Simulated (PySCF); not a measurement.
**C4H4FN: NMR shifts at several levels of theory**

Aim: compute the NMR shifts of C4H4FN (`Fc1ccc[nH]1`) at several levels, and see how far they spread and what each costs.

Computed with PySCF 2.14.0, with density-fitted response routines of our own, on a single molecule in the gas phase. Atoms are numbered from 0 throughout.

## Step 1: Starting geometry

10 atoms, charge 0, multiplicity 1; geometry from: GFN2-xTB.

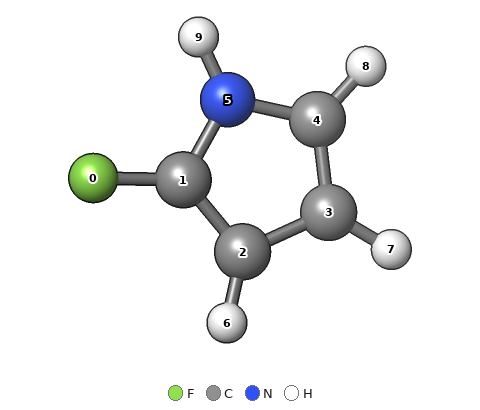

As it starts; fluorine green, carbon grey, nitrogen blue, hydrogen white, atoms numbered.

## Step 2: Geometry optimisation at PBE0-D3(BJ)/def2-SVP

Job settings and geometry (Å):

```
{"job": {"xc": "PBE0", "basis": "def2-SVP", "d3": "d3bj", "grid": 1, "kind": "geom"}, "charge": 0, "multiplicity": 1}
F      2.448161     0.062191    -0.119642
C      1.110893     0.105264    -0.051739
C      0.261118     1.165061     0.046144
C     -1.038049     0.607936     0.080970
C     -0.914497    -0.749526     0.003417
N      0.412849    -1.055098    -0.078271
H      0.527554     2.200487     0.087366
H     -1.953273     1.159589     0.155511
H     -1.661754    -1.516770    -0.000662
H      0.815880    -1.974481    -0.145622
```

Output:

```text
step   0  E = -308.84625937  max force = 0.024676
step   1  E = -308.84765109  max force = 0.004111
step   2  E = -308.84764297  max force = 0.003189
step   3  E = -308.84767719  max force = 0.000845
step   4  E = -308.84766925  max force = 0.001578
step   5  E = -308.84767982  max force = 0.000286
optimisation converged
```

It took 19 s on 1 thread, shared host.

Relaxation path:

```
step  energy from step 0 (eV)  largest force component (eV/Å)
   0                   0.0000                          1.2689
   1                  -0.0379                          0.2114
   2                  -0.0376                          0.1640
   3                  -0.0386                          0.0435
   4                  -0.0384                          0.0811
   5                  -0.0387                          0.0147
```

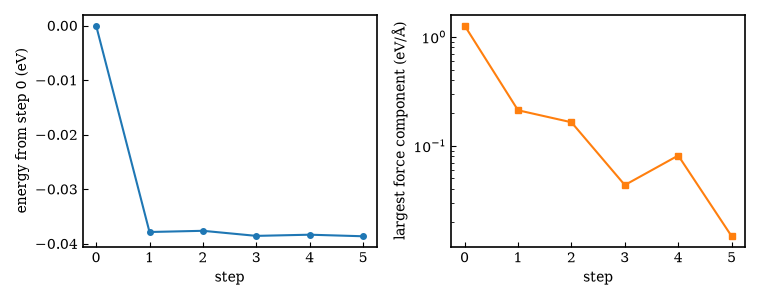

Energy and force, step by step.

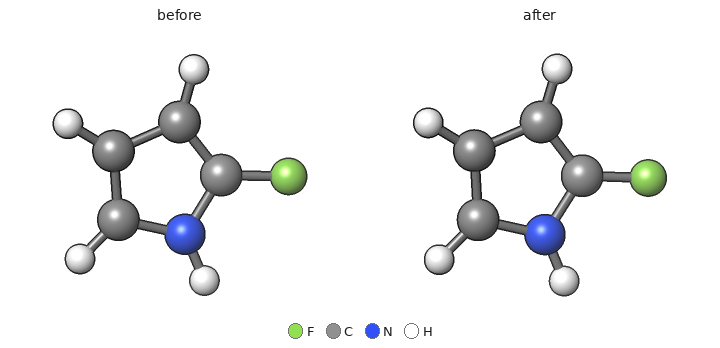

The geometry before (left) and after (right).

Close pairs (by a distance rule), those that changed most:

```
 bond  before (Å)  after (Å)  change (Å)
F0–C1       1.340      1.321      -0.019
C3–H7       1.071      1.088      +0.017
C2–H6       1.070      1.087      +0.017
C4–H8       1.071      1.087      +0.016
C2–C3       1.414      1.428      +0.014
C4–N5       1.365      1.376      +0.011
C3–C4       1.365      1.375      +0.010
C1–C2       1.362      1.370      +0.008
```

The final coordinates are the input of the step that follows.

```
                         at the end point                value
  point group (found at 0.08 Å tolerance)                   Cs
rotational constants (GHz, main isotopes)  8.965, 3.576, 2.556
                        dipole moment (D)                 1.91
```

## Step 3: Shielding tensors: PBE0/cc-pVDZ

Job settings and geometry (Å):

```
{"job": {"kind": "nmr", "xc": "PBE0", "basis": "cc-pVDZ", "pop": true}, "charge": 0, "multiplicity": 1}
F      2.287601     0.092149    -0.124563
C      0.971723     0.156120    -0.029486
C      0.131810     1.232532     0.088653
C     -1.185705     0.685050     0.144719
C     -1.082922    -0.683636     0.060253
N      0.252675    -0.995766    -0.046167
H      0.429029     2.277025     0.129019
H     -2.112732     1.247213     0.237363
H     -1.843036    -1.460337     0.067407
H      0.652795    -1.920389    -0.122772
```

With the program's defaults for keys left out, this is: GIAO PBE0/cc-pVDZ NMR shielding, non-relativistic, gas phase.

Output:

```text
coarse grid: 8976 points
cycle   1  E = -309.0129689576  dE =  1.214e+00  |g| = 5.457e-01  |ddm| = 6.214e+00
cycle   2  E = -308.9481137291  dE =  6.486e-02  |g| = 7.614e-01  |ddm| = 1.916e+00
cycle   3  E = -309.0761238444  dE = -1.280e-01  |g| = 1.144e-01  |ddm| = 1.149e+00
cycle   4  E = -309.0790829412  dE = -2.959e-03  |g| = 3.393e-02  |ddm| = 2.007e-01
cycle   5  E = -309.0793014573  dE = -2.185e-04  |g| = 1.186e-02  |ddm| = 5.224e-02
cycle   6  E = -309.0793332050  dE = -3.175e-05  |g| = 2.935e-03  |ddm| = 2.078e-02
cycle   7  E = -309.0793350700  dE = -1.865e-06  |g| = 9.751e-04  |ddm| = 5.085e-03
final grid: 88920 points
cycle   8  E = -309.0860602457  dE = -2.216e-05  |g| = 6.856e-03  |ddm| = 4.997e-02
cycle   9  E = -309.0860539999  dE =  6.246e-06  |g| = 9.067e-03  |ddm| = 2.377e-02
cycle  10  E = -309.0860715914  dE = -1.759e-05  |g| = 9.976e-04  |ddm| = 1.259e-02
cycle  11  E = -309.0860717786  dE = -1.872e-07  |g| = 1.879e-04  |ddm| = 1.663e-03
cycle  12  E = -309.0860717839  dE = -5.262e-09  |g| = 9.255e-05  |ddm| = 3.336e-04
cycle  13  E = -309.0860717859  dE = -2.028e-09  |g| = 2.874e-05  |ddm| = 1.621e-04
cycle  14  E = -309.0860717861  dE = -2.021e-10  |g| = 4.698e-06  |ddm| = 4.042e-05
converged SCF energy = -309.0860717861

GIAO shielding tensors (ppm)
atom      isotropic    diamagn.    paramagn.     s11        s22        s33       span
  0 F      335.780     470.083    -134.303    261.319    338.105    407.915    146.596
  1 C       53.502     254.105    -200.603     -1.336     71.658     90.183     91.519
  2 C      111.523     255.015    -143.492     65.042     91.494    178.034    112.992
  3 C       89.740     252.593    -162.852     14.683     79.273    175.265    160.582
  4 C       92.914     256.156    -163.242     20.076    100.556    158.111    138.035
  5 N      129.051     318.827    -189.777     66.229    135.205    185.718    119.489
  6 H       25.940      30.893      -4.953     22.936     26.418     28.467      5.531
  7 H       25.311      30.447      -5.136     22.931     25.846     27.157      4.226
  8 H       25.371      30.522      -5.152     22.131     25.708     28.273      6.141
  9 H       24.630      31.146      -6.516     19.238     24.148     30.505     11.267
```

Wall time 7.2 s (1 thread, shared host).

The references, computed at this level on geometries of the same kind, shield at (ppm): ¹H TMS 31.29, ¹³C TMS 196.8, ¹⁹F CFCl3 200.9, ¹⁵N NH3 273.1. Their shielding less the atom's gives the shift. The references are single molecules in the gas phase, so shifts against H2O, NH3, PH3, H3PO4 or CFCl3 are not on the usual liquid scales and can be off by tens of ppm.

```
atoms                                         environment  σ (ppm)  δ (ppm)
   C1                    aromatic carbon bearing fluorine     53.5    143.3
   C3                                         aromatic CH     89.7    107.0
   C4                 aromatic CH next to a ring nitrogen     92.9    103.8
   C2                                         aromatic CH    111.5     85.2
   H9            hydrogen on a pyrrole-type ring nitrogen    24.63     6.66
   H7                          hydrogen on an aromatic CH    25.31     5.98
   H8  hydrogen on an aromatic CH next to a ring nitrogen    25.37     5.92
   H6                          hydrogen on an aromatic CH    25.94     5.35
   F0                                       aryl fluorine    335.8   -134.8
   N5                          pyrrole-type ring nitrogen    129.1    144.1
```

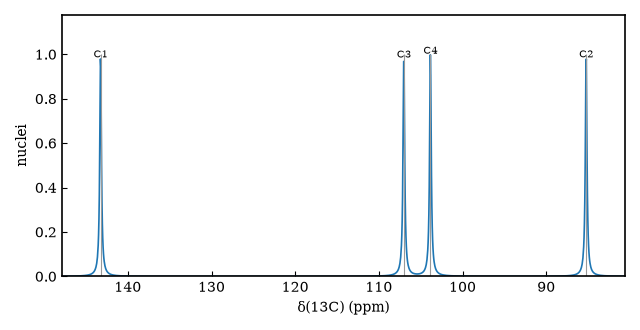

¹³C lines at the computed shifts, without couplings. Lines are broadened to a width of 0.23 ppm (Lorentzian).

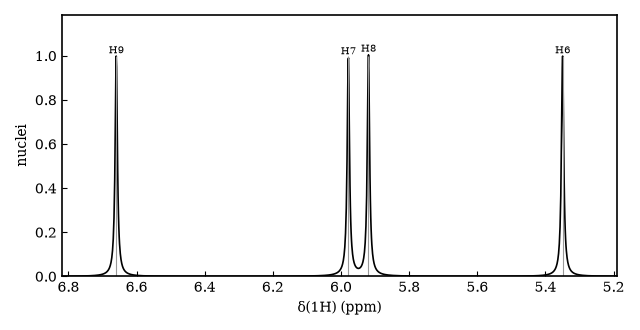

¹H lines at the computed shifts, without couplings. Lines are broadened to a width of 0.01 ppm (Lorentzian).

Charges from the same density, by scheme (e):

```
atoms  Mulliken    IAO  Hirshfeld  ESP fit
   F0     -0.15  -0.25      -0.07    -0.14
   C1      0.20   0.34       0.09     0.24
   C2     -0.07  -0.28      -0.12    -0.32
   C3     -0.06  -0.21      -0.10    -0.20
   C4      0.05  -0.13      -0.05    -0.29
   N5     -0.11  -0.25      -0.07    -0.17
```

ESP fit charges:

```
atom  value (e)
  F0      -0.14
  C1       0.24
  C2      -0.32
  C3      -0.20
  C4      -0.29
  N5      -0.17
  H6       0.19
  H7       0.18
  H8       0.20
  H9       0.31
```

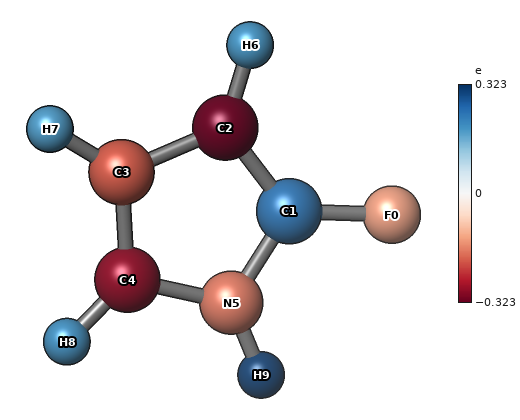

ESP fit charges, as colours on the atoms.

Mayer bond orders: F0–C1 1.19, C1–C2 1.50, C2–C3 1.33, C3–C4 1.58, C4–N5 1.18, N5–C1 1.24.

## Step 4: NMR shieldings: PBE0/cc-pVTZ

The job, as its differences from that of step 3:

```diff
@@ -1,2 +1,2 @@
-{"job": {"kind": "nmr", "xc": "PBE0", "basis": "cc-pVDZ", "pop": true}, "charge": 0, "multiplicity": 1}
+{"job": {"kind": "nmr", "xc": "PBE0", "basis": "cc-pVTZ", "pop": true}, "charge": 0, "multiplicity": 1}
 F      2.287601     0.092149    -0.124563
```

Method: GIAO PBE0/cc-pVTZ NMR shielding, non-relativistic, gas phase.

Output:

```text
coarse grid: 8976 points
cycle   1  E = -309.1142962562  dE =  1.181e+00  |g| = 5.624e-01  |ddm| = 6.622e+00
cycle   2  E = -309.0440642333  dE =  7.023e-02  |g| = 8.000e-01  |ddm| = 1.926e+00
cycle   3  E = -309.1784504028  dE = -1.344e-01  |g| = 1.185e-01  |ddm| = 1.163e+00
cycle   4  E = -309.1813917167  dE = -2.941e-03  |g| = 4.102e-02  |ddm| = 2.144e-01
cycle   5  E = -309.1817119983  dE = -3.203e-04  |g| = 1.146e-02  |ddm| = 5.769e-02
cycle   6  E = -309.1817383164  dE = -2.632e-05  |g| = 3.892e-03  |ddm| = 1.968e-02
cycle   7  E = -309.1817415980  dE = -3.282e-06  |g| = 9.072e-04  |ddm| = 5.898e-03
final grid: 88920 points
cycle   8  E = -309.1743299760  dE = -5.946e-05  |g| = 6.722e-03  |ddm| = 8.809e-02
cycle   9  E = -309.1743238240  dE =  6.152e-06  |g| = 8.849e-03  |ddm| = 2.178e-02
cycle  10  E = -309.1743396994  dE = -1.588e-05  |g| = 1.106e-03  |ddm| = 1.153e-02
cycle  11  E = -309.1743398837  dE = -1.842e-07  |g| = 3.264e-04  |ddm| = 2.013e-03
cycle  12  E = -309.1743399016  dE = -1.795e-08  |g| = 1.175e-04  |ddm| = 5.100e-04
cycle  13  E = -309.1743399046  dE = -2.954e-09  |g| = 4.502e-05  |ddm| = 2.100e-04
cycle  14  E = -309.1743399050  dE = -4.618e-10  |g| = 5.331e-06  |ddm| = 5.939e-05
converged SCF energy = -309.1743399050

GIAO shielding tensors (ppm)
atom      isotropic    diamagn.    paramagn.     s11        s22        s33       span
  0 F      325.255     466.250    -140.996    242.532    336.479    396.754    154.223
  1 C       35.962     249.147    -213.184    -21.921     56.517     73.291     95.212
  2 C       99.171     255.865    -156.694     50.188     78.391    168.934    118.746
  3 C       76.029     254.165    -178.136     -4.786     66.073    166.800    171.586
  4 C       79.865     256.272    -176.407      1.869     89.915    147.811    145.942
  5 N      113.445     312.731    -199.286     48.869    119.039    172.429    123.560
  6 H       25.721      30.691      -4.970     22.980     26.282     27.902      4.922
  7 H       25.097      30.196      -5.099     22.855     25.689     26.748      3.892
  8 H       25.115      30.180      -5.065     21.955     25.624     27.764      5.809
  9 H       24.071      30.189      -6.117     18.873     23.634     29.707     10.834
```

Run time: 21 s. Hardware: 1 thread, shared host.

Key values: δ C1 151.3, C3 111.3, C4 107.4, C2 88.1, H9 7.22, H7 6.19 ppm.

## Step 5: Nuclear shieldings: PBE0/aug-cc-pVDZ

The job, as its differences from that of step 4:

```diff
@@ -1,2 +1,2 @@
-{"job": {"kind": "nmr", "xc": "PBE0", "basis": "cc-pVTZ", "pop": true}, "charge": 0, "multiplicity": 1}
+{"job": {"kind": "nmr", "xc": "PBE0", "basis": "aug-cc-pVDZ", "pop": true}, "charge": 0, "multiplicity": 1}
 F      2.287601     0.092149    -0.124563
```

Level: GIAO PBE0/aug-cc-pVDZ NMR shielding, non-relativistic, gas phase.

Output:

```text
coarse grid: 8976 points
cycle   1  E = -309.0365623730  dE =  1.209e+00  |g| = 5.191e-01  |ddm| = 8.685e+00
cycle   2  E = -308.9690559741  dE =  6.751e-02  |g| = 7.449e-01  |ddm| = 2.545e+00
cycle   3  E = -309.0962448307  dE = -1.272e-01  |g| = 1.087e-01  |ddm| = 1.502e+00
cycle   4  E = -309.0988721436  dE = -2.627e-03  |g| = 3.594e-02  |ddm| = 2.147e-01
cycle   5  E = -309.0991290843  dE = -2.569e-04  |g| = 1.009e-02  |ddm| = 6.321e-02
cycle   6  E = -309.0991504425  dE = -2.136e-05  |g| = 3.615e-03  |ddm| = 2.854e-02
cycle   7  E = -309.0991534816  dE = -3.039e-06  |g| = 8.168e-04  |ddm| = 7.907e-03
final grid: 88920 points
cycle   8  E = -309.1058784290  dE = -2.595e-05  |g| = 6.907e-03  |ddm| = 1.959e-01
cycle   9  E = -309.1058703900  dE =  8.039e-06  |g| = 9.501e-03  |ddm| = 3.736e-02
cycle  10  E = -309.1058900853  dE = -1.970e-05  |g| = 1.017e-03  |ddm| = 1.654e-02
cycle  11  E = -309.1058902785  dE = -1.932e-07  |g| = 2.294e-04  |ddm| = 2.340e-03
cycle  12  E = -309.1058902870  dE = -8.569e-09  |g| = 9.716e-05  |ddm| = 5.074e-04
cycle  13  E = -309.1058902892  dE = -2.126e-09  |g| = 3.735e-05  |ddm| = 2.402e-04
cycle  14  E = -309.1058902895  dE = -3.420e-10  |g| = 4.683e-06  |ddm| = 7.433e-05
converged SCF energy = -309.1058902895

GIAO shielding tensors (ppm)
atom      isotropic    diamagn.    paramagn.     s11        s22        s33       span
  0 F      337.963     462.598    -124.635    261.473    348.545    403.872    142.398
  1 C       49.937     248.674    -198.737     -4.382     69.362     84.832     89.215
  2 C      110.320     225.605    -115.284     63.285     89.878    177.798    114.512
  3 C       88.945     224.265    -135.320     11.577     79.599    175.659    164.083
  4 C       90.900     233.741    -142.842     18.042     99.071    155.586    137.544
  5 N      128.595     285.106    -156.511     65.975    132.341    187.468    121.494
  6 H       25.746      32.061      -6.315     23.165     26.415     27.660      4.495
  7 H       25.158      32.754      -7.595     23.069     25.784     26.622      3.553
  8 H       25.085      35.493     -10.408     22.009     25.604     27.644      5.634
  9 H       24.084      38.845     -14.761     19.162     23.708     29.383     10.221
```

Wall time 14 s (1 thread, shared host).

In short: δ C1 145.2, C3 106.2, C4 104.2, C2 84.8, H9 7.31, H8 6.31 ppm.

## Step 6: Nuclear shieldings: PBE0/IGLO-III

The job, as its differences from that of step 5:

```diff
@@ -1,2 +1,2 @@
-{"job": {"kind": "nmr", "xc": "PBE0", "basis": "aug-cc-pVDZ", "pop": true}, "charge": 0, "multiplicity": 1}
+{"job": {"kind": "nmr", "xc": "PBE0", "basis": "IGLO-III", "pop": true}, "charge": 0, "multiplicity": 1}
 F      2.287601     0.092149    -0.124563
```

Level: GIAO PBE0/IGLO-III NMR shielding, non-relativistic, gas phase.

Output:

```text
coarse grid: 8976 points
cycle   1  E = -309.1242372860  dE =  1.185e+00  |g| = 5.660e-01  |ddm| = 2.283e+00
cycle   2  E = -309.0513270732  dE =  7.291e-02  |g| = 8.078e-01  |ddm| = 6.883e-01
cycle   3  E = -309.1881541470  dE = -1.368e-01  |g| = 1.173e-01  |ddm| = 4.290e-01
cycle   4  E = -309.1909139692  dE = -2.760e-03  |g| = 4.806e-02  |ddm| = 8.338e-02
cycle   5  E = -309.1913622609  dE = -4.483e-04  |g| = 1.128e-02  |ddm| = 2.546e-02
cycle   6  E = -309.1913870313  dE = -2.477e-05  |g| = 4.152e-03  |ddm| = 7.394e-03
cycle   7  E = -309.1913908088  dE = -3.778e-06  |g| = 9.219e-04  |ddm| = 2.497e-03
final grid: 88920 points
cycle   8  E = -309.1900005511  dE = -7.763e-05  |g| = 6.634e-03  |ddm| = 4.850e-02
cycle   9  E = -309.1899946018  dE =  5.949e-06  |g| = 8.631e-03  |ddm| = 7.444e-03
cycle  10  E = -309.1900100856  dE = -1.548e-05  |g| = 1.128e-03  |ddm| = 3.832e-03
cycle  11  E = -309.1900102679  dE = -1.823e-07  |g| = 3.875e-04  |ddm| = 6.567e-04
cycle  12  E = -309.1900102926  dE = -2.467e-08  |g| = 1.191e-04  |ddm| = 2.270e-04
cycle  13  E = -309.1900102955  dE = -2.883e-09  |g| = 5.111e-05  |ddm| = 8.388e-05
cycle  14  E = -309.1900102961  dE = -6.037e-10  |g| = 5.355e-06  |ddm| = 2.860e-05
converged SCF energy = -309.1900102961

GIAO shielding tensors (ppm)
atom      isotropic    diamagn.    paramagn.     s11        s22        s33       span
  0 F      325.095     468.229    -143.134    244.854    334.814    395.617    150.763
  1 C       28.164     254.327    -226.163    -32.362     50.935     65.919     98.281
  2 C       92.267     258.662    -166.395     41.240     70.795    164.767    123.528
  3 C       69.147     255.680    -186.533    -14.879     59.809    162.513    177.392
  4 C       72.590     255.873    -183.283     -8.416     83.412    142.774    151.190
  5 N      106.753     314.461    -207.708     38.791    113.601    167.868    129.077
  6 H       25.753      30.792      -5.040     23.037     26.489     27.732      4.695
  7 H       25.179      30.226      -5.047     22.952     25.837     26.747      3.795
  8 H       25.149      29.997      -4.848     22.004     25.704     27.739      5.734
  9 H       24.131      30.204      -6.073     18.943     23.917     29.534     10.591
```

It took 22 s on 1 thread, shared host.

Key values: δ C1 155.6, C3 114.6, C4 111.2, C2 91.5, H9 7.24, H8 6.22 ppm.

## Step 7: Shielding tensors: PBE0/pcSseg-0

The job, as its differences from that of step 6:

```diff
@@ -1,2 +1,2 @@
-{"job": {"kind": "nmr", "xc": "PBE0", "basis": "IGLO-III", "pop": true}, "charge": 0, "multiplicity": 1}
+{"job": {"kind": "nmr", "xc": "PBE0", "basis": "pcSseg-0", "pop": true}, "charge": 0, "multiplicity": 1}
 F      2.287601     0.092149    -0.124563
```

Method: GIAO PBE0/pcSseg-0 NMR shielding, non-relativistic, gas phase.

Output:

```text
coarse grid: 8976 points
cycle   1  E = -308.3478262097  dE =  1.162e+00  |g| = 4.851e-01  |ddm| = 3.459e+00
cycle   2  E = -308.2799069757  dE =  6.792e-02  |g| = 7.401e-01  |ddm| = 1.343e+00
cycle   3  E = -308.4040716005  dE = -1.242e-01  |g| = 7.112e-02  |ddm| = 7.961e-01
cycle   4  E = -308.4048490330  dE = -7.774e-04  |g| = 3.638e-02  |ddm| = 1.050e-01
cycle   5  E = -308.4051098785  dE = -2.608e-04  |g| = 8.745e-03  |ddm| = 4.202e-02
cycle   6  E = -308.4051294374  dE = -1.956e-05  |g| = 1.694e-03  |ddm| = 1.106e-02
cycle   7  E = -308.4051300200  dE = -5.826e-07  |g| = 7.837e-04  |ddm| = 2.538e-03
final grid: 88920 points
cycle   8  E = -308.3601763644  dE = -1.497e-05  |g| = 3.864e-03  |ddm| = 1.714e-02
cycle   9  E = -308.3601767169  dE = -3.525e-07  |g| = 3.739e-03  |ddm| = 6.946e-03
cycle  10  E = -308.3601794903  dE = -2.773e-06  |g| = 5.896e-04  |ddm| = 3.455e-03
cycle  11  E = -308.3601795671  dE = -7.676e-08  |g| = 8.869e-05  |ddm| = 5.386e-04
cycle  12  E = -308.3601795679  dE = -8.367e-10  |g| = 6.259e-05  |ddm| = 1.478e-04
cycle  13  E = -308.3601795689  dE = -1.014e-09  |g| = 7.024e-06  |ddm| = 7.513e-05
cycle  14  E = -308.3601795689  dE = -6.821e-12  |g| = 4.000e-06  |ddm| = 1.219e-05
converged SCF energy = -308.3601795689

GIAO shielding tensors (ppm)
atom      isotropic    diamagn.    paramagn.     s11        s22        s33       span
  0 F      332.111     468.395    -136.284    239.253    316.985    440.096    200.843
  1 C       32.207     248.646    -216.439    -26.585     52.041     71.164     97.748
  2 C       95.623     258.498    -162.875     44.545     71.526    170.798    126.253
  3 C       74.896     260.100    -185.203     -3.952     58.552    170.090    174.041
  4 C       76.119     255.737    -179.618     -3.161     83.377    148.141    151.301
  5 N      114.638     338.828    -224.190     49.842    116.813    177.260    127.418
  6 H       27.469      28.854      -1.384     24.707     26.505     31.196      6.489
  7 H       26.803      28.817      -2.014     24.471     26.252     29.686      5.215
  8 H       26.715      28.891      -2.175     23.779     26.173     30.194      6.415
  9 H       26.979      32.264      -5.286     22.130     24.993     33.813     11.683
```

It took 4 s on 1 thread, shared host.

Key values: δ C1 161.3, C3 118.6, C4 117.4, C2 97.9, H8 6.12, H7 6.03 ppm.

## Step 8: Run by run: NMR shifts

Shifts (ppm) of some atoms, chosen among heavy atoms and hydrogens apart, with basis size and wall time:

```
             run     C1     C4    C2    H9    H8      F0     N5  functions   time
    PBE0/cc-pVDZ  143.3  103.8  85.2  6.66  5.92  -134.8  144.1        104  7.2 s
    PBE0/cc-pVTZ  151.3  107.4  88.1  7.22  6.18  -142.7  153.3        236   21 s
PBE0/aug-cc-pVDZ  145.2  104.2  84.8  7.31  6.31  -143.8  141.2        174   14 s
   PBE0/IGLO-III  155.6  111.2  91.5  7.24  6.22  -150.5  153.8        250   22 s
   PBE0/pcSseg-0  161.3  117.4  97.9  5.85  6.12  -153.7  151.4         62    4 s
```

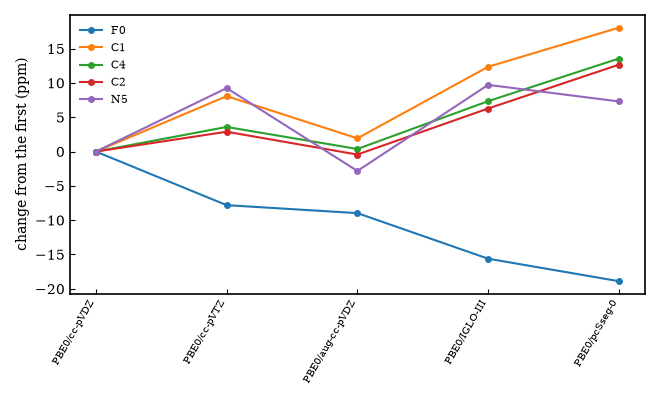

How five of the tabulated atoms move from run to run.

## Step 9: What came out

```
                               quantity                          value
                            point group                             Cs
   rotational constants (main isotopes)           8.96, 3.58, 2.56 GHz
  ¹³C shifts against TMS (PBE0/cc-pVDZ)  143.3, 107.0, 103.8, 85.2 ppm
   ¹H shifts against TMS (PBE0/cc-pVDZ)     6.66, 5.98, 5.92, 5.35 ppm
¹⁹F shifts against CFCl3 (PBE0/cc-pVDZ)                     -134.8 ppm
  ¹⁵N shifts against NH3 (PBE0/cc-pVDZ)                      144.1 ppm
               range of the shift of F0           -153.7 to -134.8 ppm
```

What this shows: Single values in the summary come from the first run of each kind that ended normally (PBE0/cc-pVDZ), which need not be the best level. Over 5 steps the energy fell by 0.039 eV; of the close pairs, F0–C1 changed most, 1.340 to 1.321 Å. No frequency check was run at this level, so the end point may be a saddle. At PBE0/cc-pVDZ: The largest span, 161 ppm, is at C3, where the paramagnetic term is -163 ppm. Across the 5 runs the shift of F0 moves most, between -153.7 (PBE0/pcSseg-0) and -134.8 ppm (PBE0/cc-pVDZ). Most of that comes from the computed reference, not from the atom's own shielding.
